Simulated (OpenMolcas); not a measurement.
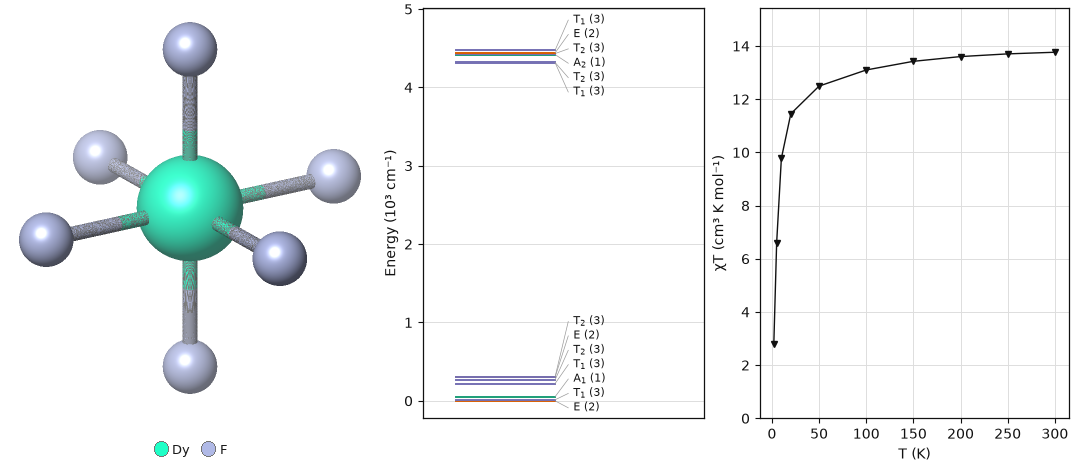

Dy²⁺ (4f¹⁰) as a dopant in CsCaF₃, a cluster with its 6 nearest F⁻ at 2.288 Å (octahedron) embedded in model potentials and point charges; the geometry was set, not optimised, and its levels and susceptibility. Labels give the representation in O, Td, D4 or D3 as the site allows (double group for half-integer spin) where it could be assigned and, in brackets, the degeneracy; spin-free states, where drawn, share the zero of the spin-orbit levels. Computed with OpenMolcas: state-averaged CASSCF, active space 10 electrons in the shell 4f, basis ANO-RCC-VDZP on all atoms, DKH2 scalar Hamiltonian, spin-orbit coupling by RASSI with atomic mean-field integrals. Powder susceptibility by Van Vleck's formula.

> Give the ground level and the first gap.

The ground level is E, doubly degenerate, 95 % from states of spin multiplicity 5, effective J = 8.01, with |mJ| = 2 the largest share (50 %). Its principal g values are all close to zero. The next level lies at 13 cm⁻¹ (T₁). The lowest J multiplet spreads over 303 cm⁻¹. χT is 2.80 cm³ K mol⁻¹ at 2 K and 13.8 at 300 K, an effective moment of 10.49 μB. The active orbitals hold 100 % metal character (Löwdin), and the Mulliken charge of the metal is +1.83.

Limits of the model: high states of lower spin left out of the spin-orbit mixing; the geometry is set by hand, with no relaxation and no charge compensation; spin-free states above about 43,000 cm⁻¹ are left out of the spin-orbit step.
